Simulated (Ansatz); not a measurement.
# SiO2 (P4_2/mnm): zone-centre modes under pressure, part 2 of 4

Wanted: Grüneisen parameters and pressure coefficients of the modes of SiO2 (P4_2/mnm).

Ansatz 0.2.0; DFT LDA, scalar-relativistic, plane waves, PAW; PAW set soft_1.

So far. Step 4 (Tight relaxation): The largest force component left is 0.056 meV/Å and the pressure is 0.003 GPa, within the tolerances set. The cell now holds 7.66 Å³/atom.

### 5. Zone-centre response at rest

The modes at rest are the reference of the series, and the response to a field gives the dielectric tensor and the Born charges.

input.yaml

```yaml
crystal:
  lattice:
    - [4.1549128263, 0.0, 0.0]
    - [0.0, 4.1549128263, 0.0]
    - [0.0, 0.0, 2.6613485837]
  atoms:
    - { symbol: O, position: [0.6944294067, 0.6944294067, 0.0] }
    - { symbol: O, position: [0.1944294067, 0.8055705933, 0.5] }
    - { symbol: O, position: [0.3055705933, 0.3055705933, 0.0] }
    - { symbol: O, position: [0.8055705933, 0.1944294067, 0.5] }
    - { symbol: Si, position: [0.5, 0.5, 0.5] }
    - { symbol: Si, position: [0.0, 0.0, 0.0] }
kpoints:
  mp_grid: { grid: [8, 8, 8] }
hamiltonian:
  xc: lda
  pseudopotentials: { kind: paw, azcp: { folder: soft_1 }, xc_functional: pbe }
scf:
  occupations: { method: fixed }
output:
  eigenvalues: true
phonons:
  method: dfpt
  dielectric: true
  rigid_motions: translations
  raman: true
```

On the command line:

```sh
$ ansatz run input.yaml --threads 4 --pin off --max-ram 16384MiB --backend cpu --events-out ev --progress --plain --runs-dir out
```

Numbers of over 12 decimals in the logs are rounded to 6 here.

Log:

```text
[...]
Crystal: 6 atoms, lattice volume = 45.944 Å³
Basis set: ecut = 420 eV, 913 PW (Γ), exchange–correlation on 60×60×36 points (8 copies of the dense FFT grid, shifted against one another)
Bands: 22, of which v1, the nominal top of the filled ones, is band 16 counted from 1 (15 counted from 0)
Symmetry: 16 space group operations
k-points: 260 of 512 (irreducible under 1 space group operation, time reversal used)
[...]
SCF iter   1: F=—  HF=-3447.547113 eV  |F-HF|=—  |Δ(HF+E_count)|=         —  Δρ=1.40e-1  dr2=7.15e0  ethr=3.10e-3  ⟨swp⟩=4.2  Hψ=25820  notcnv=0  defer=1009
[...]
SCF iter   9: F=-3445.450901 eV  HF=-3445.450901 eV  |F-HF|=2.73e-12  |Δ(HF+E_count)|=  2.18e-11  Δρ=1.31e-7  dr2=3.12e-12  ethr=1.00e-12  ⟨swp⟩=12.9  Hψ=37930  notcnv=0
SCF 1 converged in 9 iterations: F = -3445.450901 eV  dr2 = 3.12e-12
[...]
DFPT response loops at Γ: preconditioner auto → none (the input reference at scf.mixing.eps_inf says where Resta's filter doesn't serve); β = 0.50; Broyden in place of MSR1
── the response to a field inside a basis, on 8×8×10 k-points: an SCF that follows is theirs, and a resumed run solves both again ──
Bands: 17, of which v1, the nominal top of the filled ones, is band 16 counted from 1 (15 counted from 0)
k-points: 50 of 640
[...]
Eigensolver: Dense (50 Hₖ)
SCF iter   1: F=—  HF=-3445.452348 eV  |F-HF|=—  |Δ(HF+E_count)|=         —  Δρ=7.45e-4  dr2=3.98e-5  ethr=1.00e-1
[...]
SCF iter   5: F=-3445.452334 eV  HF=-3445.452334 eV  |F-HF|=2.64e-11  |Δ(HF+E_count)|=  7.29e-10  Δρ=8.92e-7  dr2=9.81e-11  ethr=3.12e-11
SCF 1 converged in 5 iterations: F = -3445.452334 eV  dr2 = 9.81e-11
[...]
SCF converged after 9 iterations
Free energy (F): -3445.450901 eV
[...]
Internal energy: -3445.450901 eV  (E = F + TS)
E sigma→0 (E₀):  -3445.450901 eV
Fermi energy:    10.472122 eV
[...]
--- Band table (eV; the first three rows and the last of 260) ---
  k-point 0: bands = [... 12 lower, 7.9151, 9.5630, 9.5630, 10.4721, 16.2883, 16.9498, 18.8662, 18.8662, ... 2 higher]
  k-point 1: bands = [... 12 lower, 7.2205, 9.4053, 9.4053, 10.2702, 16.9891, 18.0668, 19.7602, 19.7602, ... 2 higher]
  k-point 2: bands = [... 12 lower, 6.0506, 8.9103, 8.9103, 9.6301, 18.0519, 20.2212, 20.4671, 21.6500, ... 2 higher]
  k-point 259: bands = [... 12 lower, 8.6739, 8.6739, 8.8682, 8.8682, 17.6715, 17.6715, 21.3601, 21.3601, ... 2 higher]
--- Phonons (Γ-DFPT): 4 representative perturbations + reference, on 260 of 512 k-points (Σ response iterations 12) ---
  k mesh reduced under 1 symmetry operation, with k and −k counted as one. Each operation leaves every solved perturbation unchanged. A smaller set is not considered because the run solves the response to a homogeneous field
  ASR residual: 3.151e-5 → 0.000e0 eV/Å²; symmetrization residual: 1.271e-6 eV/Å²
  ASR residual per site (eV/Å²): 3.15e-5 3.15e-5 3.15e-5 3.15e-5 1.29e-5 1.29e-5
  Γ frequencies (cm⁻¹): 0.00 0.00 0.00 218.45 383.65 465.65 465.65 583.83 583.83 585.83 585.83 589.07 658.16 753.37 757.86 822.86 822.86 947.19
  ε∞ (high-frequency dielectric tensor):
        3.374864     0.000000     0.000000
        0.000000     3.374864     0.000000
        0.000000     0.000000     3.551832
  ε⁰ (static dielectric tensor: ions relaxed, cell fixed):
       11.098208     0.000000     0.000000
        0.000000    11.098208     0.000000
        0.000000     0.000000     9.032209
  ε⁰ − ε∞ (ionic part):
        7.723344     0.000000     0.000000
        0.000000     7.723344     0.000000
        0.000000     0.000000     5.480377
  softest optical mode at Γ: 218.45 cm⁻¹; the repairs (sum rule, projections) moved no ω² at Γ by more than (0.97 cm⁻¹)²
  Born effective charges Z* (e; rows j = field, columns β = displacement):
    site 0:
        -1.90479   -0.57546    0.00000
        -0.57546   -1.90479    0.00000
         0.00000    0.00000   -2.03572
    site 1:
        -1.90479    0.57546    0.00000
         0.57546   -1.90479    0.00000
         0.00000    0.00000   -2.03572
    site 2:
        -1.90479   -0.57546    0.00000
        -0.57546   -1.90479    0.00000
         0.00000    0.00000   -2.03572
    site 3:
        -1.90479    0.57546    0.00000
         0.57546   -1.90479    0.00000
         0.00000    0.00000   -2.03572
    site 4:
         3.80958   -0.35910    0.00000
        -0.35910    3.80958    0.00000
         0.00000    0.00000    4.07145
    site 5:
         3.80958    0.35910    0.00000
         0.35910    3.80958    0.00000
         0.00000    0.00000    4.07145
  Z* charge neutrality: 1.119e-3 e pre-enforcement
  solved inside a basis spanned on kpoints, on 8×8×10 k-points: ε∞ is read to err by 8.1e-3, Z* by 1.3e-2 e (field_mesh: kpoints solves on kpoints); Z* is corrected for what the basis lacks
  Raman tensors (in the event stream and the table raman_tensors.tsv): an entry may err by 2.0e-3 Å², one of the second-order susceptibility by 3.7e-20 pm/V (basis, points and sum rule); their sum over the sites missed zero by 2.220e-16 Å² ahead of its enforcement
  optical modes at Γ without the LO–TO term, one row a degenerate level:
      ω (cm⁻¹)  modes    IR ((D/Å)²/amu)  static Raman (Å⁴/amu)  depolarisation
        218.45      1             0.0000                 0.1280           0.750
        383.65      1             0.0000                 0.0000               —
        465.65      2            56.8156                 0.0000               —
        583.83      2             0.0000                 0.1924           0.750
        585.83      2            11.2125                 0.0000               —
        589.07      1             0.0000                 0.0000               —
        658.16      1            51.1381                 0.0000               —
        753.37      1             0.0000                 4.2489           0.002
        757.86      1             0.0000                 0.0000               —
        822.86      2            25.7586                 0.0000               —
        947.19      1             0.0000                 0.4107           0.750
  optical modes at Γ + LO–TO along q̂ = [1.0000, 0.0000, 0.0000]:
      ω (cm⁻¹)  modes    IR ((D/Å)²/amu)  static Raman (Å⁴/amu)  depolarisation
        218.45      1             0.0000                 0.1280           0.750
        383.65      1             0.0000                 0.0000               —
        465.65      1            28.4078                 0.0000               —
        559.62      1             0.5635                 0.0000               —
        583.83      2             0.0000                 0.1924           0.750
        585.83      1             5.6062                 0.0000               —
        589.07      1             0.0000                 0.0000               —
        658.16      1            51.1381                 0.0000               —
        700.46      1             5.2469                 0.0000               —
        753.37      1             0.0000                 4.2489           0.002
        757.86      1             0.0000                 0.0000               —
        822.86      1            12.8793                 0.0000               —
        947.19      1             0.0000                 0.4107           0.750
       1038.44      1            41.0830                 0.0000               —
  optical modes at Γ + LO–TO along q̂ = [0.0000, 1.0000, 0.0000]:
      ω (cm⁻¹)  modes    IR ((D/Å)²/amu)  static Raman (Å⁴/amu)  depolarisation
        218.45      1             0.0000                 0.1280           0.750
        383.65      1             0.0000                 0.0000               —
        465.65      1            28.4078                 0.0000               —
        559.62      1             0.5635                 0.0000               —
        583.83      2             0.0000                 0.1924           0.750
        585.83      1             5.6062                 0.0000               —
        589.07      1             0.0000                 0.0000               —
        658.16      1            51.1381                 0.0000               —
        700.46      1             5.2469                 0.0000               —
        753.37      1             0.0000                 4.2489           0.002
        757.86      1             0.0000                 0.0000               —
        822.86      1            12.8793                 0.0000               —
        947.19      1             0.0000                 0.4107           0.750
       1038.44      1            41.0830                 0.0000               —
  optical modes at Γ + LO–TO along q̂ = [0.0000, 0.0000, 1.0000]:
      ω (cm⁻¹)  modes    IR ((D/Å)²/amu)  static Raman (Å⁴/amu)  depolarisation
        218.45      1             0.0000                 0.1280           0.750
        383.65      1             0.0000                 0.0000               —
        465.65      2            56.8156                 0.0000               —
        583.83      2             0.0000                 0.1924           0.750
        585.83      2            11.2125                 0.0000               —
        589.07      1             0.0000                 0.0000               —
        753.37      1             0.0000                 4.2489           0.002
        757.86      1             0.0000                 0.0000               —
        822.86      2            25.7586                 0.0000               —
        947.19      1             0.0000                 0.4107           0.750
       1049.55      1            51.1381                 0.0000               —
```

Elapsed: 57 s, on 4 threads of Intel Xeon 6975P-C (Granite Rapids), shared host; peak memory 1.6 GiB; 3.6 min of CPU time.

The column dr2 measures how far the density is from self-consistency, as an energy; F and HF (Harris–Foulkes) agree once it is small.

Numbers from this step:

| Property | Result |
| --- | --- |
| sum-rule residual before enforcement | 3.15e-5 eV/Å² |
| miss of the charge sum rule | 0.001119 e |
| estimated error of the dielectric tensor | 0.008120 |
| estimated error of the Born charges | 0.01306 e |
| point group | 4/mmm |
| highest optical mode at the zone centre (no LO-TO term) | 947.2 cm⁻¹ |
| lowest optical zone-centre mode | 218.4 cm⁻¹ |
| mean high-frequency dielectric constant | 3.434 |
| largest Born charge (third of the trace) | 3.897 e |
| mean static dielectric constant | 10.41 |
| top of the zone-centre spectrum with the field | 1050 cm⁻¹ |

Without the LO-TO term. Patterns of degenerate modes are one choice out of their space. The modes at Γ (shares of kinetic energy by element, %):

```
mode  frequency (cm⁻¹)  symmetry  O %  Si %
   1               0.0  acoustic   53    47
   2               0.0  acoustic   53    47
   3               0.0  acoustic   53    47
   4             218.4       B1g  100     0
   5             383.6       B1u   19    81
   6             465.6        Eu   57    43
   7             465.6        Eu   57    43
   8             583.8        Eg  100     0
   9             583.8        Eg  100     0
  10             585.8        Eu   37    63
  11             585.8        Eu   37    63
  12             589.1       A2g  100     0
  13             658.2       A2u   47    53
  14             753.4       A1g  100     0
  15             757.9       B1u   81    19
  16             822.9        Eu   53    47
  17             822.9        Eu   53    47
  18             947.2       B2g  100     0
```

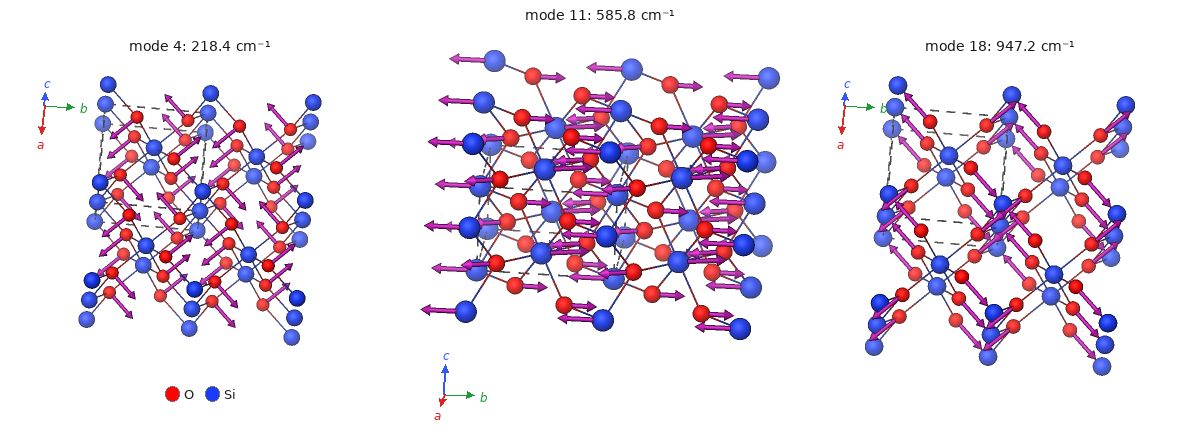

Displacement patterns of modes 4, 11 and 18 at Γ; arrows are exaggerated. 2×2×2 cells are drawn. Some periodic images of atoms are drawn too.

Optical modes at the zone centre, without and with the macroscopic field of the longitudinal modes; each column is sorted by frequency, so a row need not hold one and the same mode. Modes with and without the field, by row:

```
rank among optical modes  no field (cm⁻¹)  q along (1, 0, 0) (cm⁻¹)  q along (0, 0, 1) (cm⁻¹)
                       1            218.4                     218.4                     218.4
                       2            383.6                     383.6                     383.6
                       3            465.6                     465.6                     465.6
                       4            465.6                     559.6                     465.6
                       5            583.8                     583.8                     583.8
                       6            583.8                     583.8                     583.8
                       7            585.8                     585.8                     585.8
                       8            585.8                     589.1                     585.8
                       9            589.1                     658.2                     589.1
                      10            658.2                     700.5                     753.4
                      11            753.4                     753.4                     757.9
                      12            757.9                     757.9                     822.9
                      13            822.9                     822.9                     822.9
                      14            822.9                     947.2                     947.2
                      15            947.2                      1038                      1050
```

Born charge (rows field, columns displacement) (e), principal values of the symmetric part by kind of site:

```
atom  atoms with these values    low  middle   high   mean
  O1                        4  -2.48   -2.04  -1.33  -1.95
 Si5                        2   3.45    4.07   4.17   3.90
```

In full for O1:

```
-1.90 -0.58  0.00
-0.58 -1.90  0.00
 0.00  0.00 -2.04
```

High-frequency dielectric tensor:

```
3.37 0.00 0.00
0.00 3.37 0.00
0.00 0.00 3.55
```

Static dielectric tensor (ions relaxed, fixed cell):

```
11.10  0.00  0.00
 0.00 11.10  0.00
 0.00  0.00  9.03
```

Transverse modes. Lines of the infrared spectrum (strongest = 100):

```
position (cm⁻¹)  label  relative intensity
            218    B1g                 0.0
            384    B1u                 0.0
            466     Eu                 100
            584     Eg                 0.0
            586     Eu                  20
            589    A2g                 0.0
            658    A2u                  90
            753    A1g                 0.0
            758    B1u                 0.0
            823     Eu                  45
            947    B2g                 0.0
```

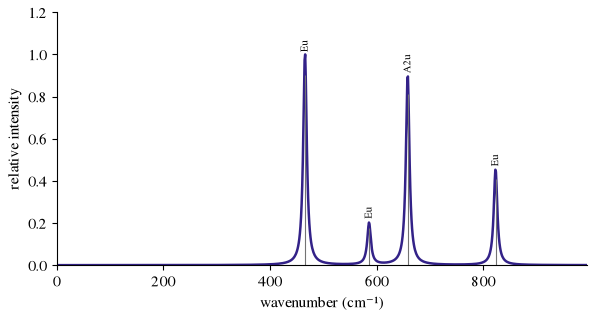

The infrared spectrum, broadened with Lorentzians of width 8 cm⁻¹; bars mark the lines.

Activity x (w_L - w)^4 (n + 1)/w, 532 nm, 300 K; modes without the macroscopic field alone. Lines of the Raman spectrum (strongest = 100):

```
position (cm⁻¹)  label  relative intensity
            218    B1g                  18
            384    B1u                 0.0
            466     Eu                 0.0
            584     Eg                 6.3
            586     Eu                 0.0
            589    A2g                 0.0
            658    A2u                 0.0
            753    A1g                 100
            758    B1u                 0.0
            823     Eu                 0.0
            947    B2g                 7.2
```

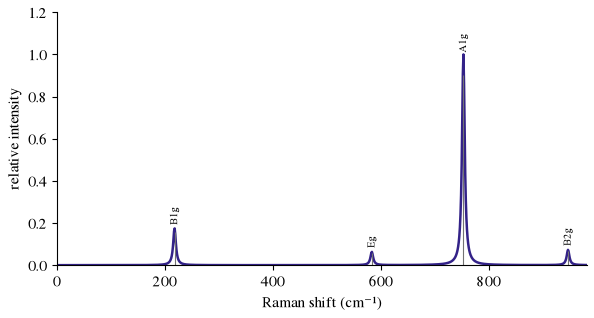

The Raman spectrum, broadened with Lorentzians of width 6 cm⁻¹; bars mark the lines.

Before it was imposed, the acoustic sum rule was missed by 3.2e-5 eV/Å² and the charge sum rule by 0.0011 e. Small misses are needed for a sound result but don't prove that mesh and cutoff are converged. The lowest optical mode is real, 218 cm⁻¹.

### 6. Relaxation of a member: 1.06 times the volume at rest

The cell is set to 1.06 times the volume at rest, and shape and atoms relax at that volume.

input.yaml, the sections that differ from step 5:

```yaml
crystal:
  lattice:
    - [4.2491383099, 0.0, 0.0]
    - [0.0, 4.2491383099, 0.0]
    - [0.0, 0.0, 2.6973029344]
  atoms:
    - { symbol: O, position: [0.6926837323, 0.6926837323, 0.0] }
    - { symbol: O, position: [0.1926837323, 0.8073162677, 0.5] }
    - { symbol: O, position: [0.3073162677, 0.3073162677, 0.0] }
    - { symbol: O, position: [0.8073162677, 0.1926837323, 0.5] }
    - { symbol: Si, position: [0.5, 0.5, 0.5] }
    - { symbol: Si, position: [0.0, 0.0, 0.0] }
output:
  forces: true
  stress: true
  eigenvalues: true
relax:
  adjacent_minimum: "off"
  f_tol: 0.001
  max_steps: 60
  cell: { stress_tol: 0.01, fix: [volume] }
# kpoints, hamiltonian, scf: as in step 5
# phonons: removed
```

Log:

```text
[...]
Crystal: 6 atoms, lattice volume = 48.700 Å³
Basis set: ecut = 420 eV, 961 PW (Γ)
Bands: 22, of which v1, the nominal top of the filled ones, is band 16 counted from 1 (15 counted from 0)
Symmetry: 16 space group operations
[...]
k-points: 75 of 512
[...]
cell:  # Å, volume = 48.7003 Å³
    - [4.257109, 0, 0]
    - [0, 4.257109, 0]
    - [0, 0, 2.687212]
  atoms:
    - { symbol: O, position: [0.691643, 0.691643, 0] }
    - { symbol: O, position: [0.191643, 0.808357, 0.500000] }
    - { symbol: O, position: [0.308357, 0.308357, 0] }
    - { symbol: O, position: [0.808357, 0.191643, 0.500000] }
    - { symbol: Si, position: [0.5, 0.5, 0.500000] }
    - { symbol: Si, position: [0, 0, 0] }
[key lines of the parts left out:]
SCF converged after 5 iterations
Free energy (F): -3445.310586 eV
Fermi energy:    9.483691 eV
P = ⅓ Tr σ = -15.2757 GPa (-152.757 kbar)
```

It took 4.6 s on 4 threads; peak memory 0.43 GiB; 17 s of CPU time.

The steps of the relaxation:

```
step  energy less that of the first step (eV)  largest force component (eV/Å)  pressure (GPa)  volume (Å³)
   1                                   0.0000                          0.0950          -16.16        48.70
   2                                  -0.0007                          0.0716          -16.03        48.70
   3                                  -0.0023                          0.0035          -15.33        48.70
   4                                  -0.0023                          0.0007          -15.32        48.70
   5                                  -0.0023                          0.0000          -15.31        48.70
  6*                                  -0.0026                          0.0001          -15.31        48.70
   7                                  -0.0026                          0.0000          -15.28        48.70
  8*                                  -0.0026                          0.0000          -15.28        48.70
```

Relaxation steps marked * repeat the geometry before them on a plane-wave basis chosen anew for their cell, so energy and pressure can jump there.

Forces are held to the 16 operations that the run works with; a distortion that breaks them can't arise in this run.

```
conventional cell, symmetrised  before  after  change
                         a (Å)   4.249  4.257  +0.2 %
                         b (Å)   4.249  4.257  +0.2 %
                         c (Å)   2.697  2.687  -0.4 %
              volume (Å³/atom)    8.12   8.12  -0.0 %
```

Numbers from this step:

| Item | Value |
| --- | --- |
| pressure | -15.28 GPa |
| gap on the k-mesh | 4.953 eV |
| volume per atom | 8.117 Å³ |

The largest force component left is 0.011 meV/Å, at a pressure of -15.28 GPa.

[end of part 2 of 4]

[Logs are printed without paths, hosts, clocks, repeated set-up lines and the standing remarks that a program may print on its own settings, such as how far it seeks lower states.]

[Hosts, paths, dates, database ids (printed as entryN), source tags and the programs' standing remarks are cut or masked in the printed files.]
